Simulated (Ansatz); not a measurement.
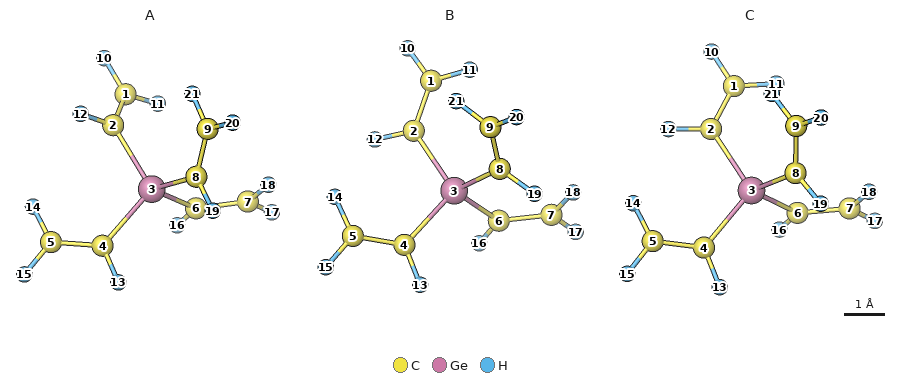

3 geometries from one relaxation of C8H12Ge, in shuffled order. Style: ball-and-stick. Shown at a tilt.

The start comes from PBE-D4/def2-SVP.

The calculation used RKS PBE0-D4/def2-TZVP in Ansatz. (force threshold 0.005 eV/Å; at most 150 steps)

### Put them in the order of the run, from the start to the converged end.

B, C, A. They are steps 0, 30, 42, at +0.190 eV, +0.062 eV relative to the last. After 36 accepted moves (42 points after the start) the energy has fallen by 0.190 eV. The largest force component goes from 0.68 to 0.0047 eV/Å. The line search rejected the trial steps at points 12, 18, 24, 25, 40, 41 of the run. The forces were under the threshold at step 5, but the run went on from there. The largest move after the best rigid fit is that of H11, 1.85 Å. Largest moves by element: H 1.85 Å, C 0.63 Å, Ge 0.25 Å. Near-neighbour distances that change, for instance: C1–C2 1.346 → 1.328 Å, C1–H10 1.105 → 1.087 Å, C2–H12 1.106 → 1.088 Å, C2–Ge3 1.960 → 1.943 Å. Groups turn about C2–Ge3 by about 75°, Ge3–C8 by about 40°, Ge3–C4 by about 25°.
